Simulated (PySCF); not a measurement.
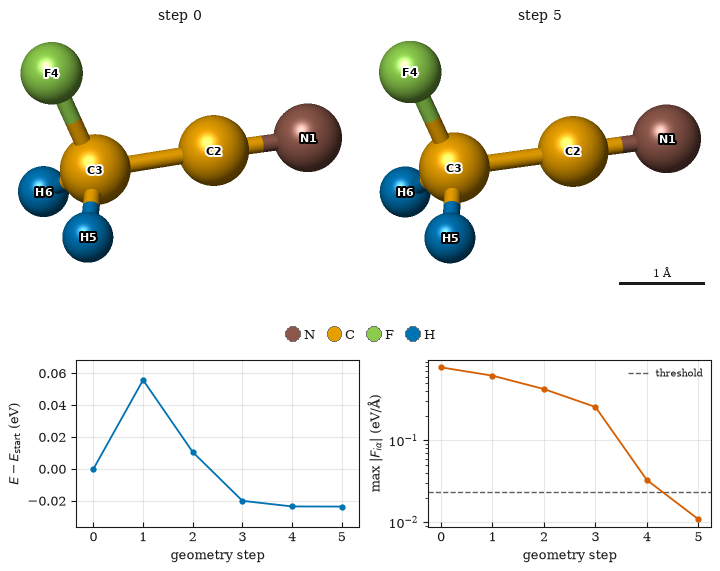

First and last geometry of a relaxation of C2H2FN, with the history of the run. Style: ball-and-stick. Shown at a tilt.

The start comes from MMFF94s.

Method: PBE0-D3(BJ)/def2-SVP geometry optimisation, gas phase in PySCF 2.14.0, density-fitted response routines. 

Did the run converge, and what did it change?

Answer. It converged. Over 5 geometry steps the energy falls by 0.024 eV. Largest force component: 0.78 eV/Å at the start, 0.011 eV/Å at the end. H5 moves most after the best rigid fit: 0.026 Å. By element the largest moves are H 0.026 Å, C 0.026 Å, F 0.024 Å, N 0.017 Å. Among the contacts that change: C3–H5 1.093 → 1.103 Å, N1–C2 1.162 → 1.156 Å. Among the angles between lasting bonds that change: C2–C3–H5 111.4° → 108.7°, F4–C3–H5 107.8° → 109.8°.

| step | E − E(0), eV | largest force component, eV/Å |
| --- | --- | --- |
| 0 | 0.0000 | 0.7808 |
| 1 | 0.0558 | 0.6177 |
| 2 | 0.0106 | 0.4238 |
| 3 | -0.0200 | 0.2563 |
| 4 | -0.0235 | 0.0328 |
| 5 | -0.0236 | 0.0109 |
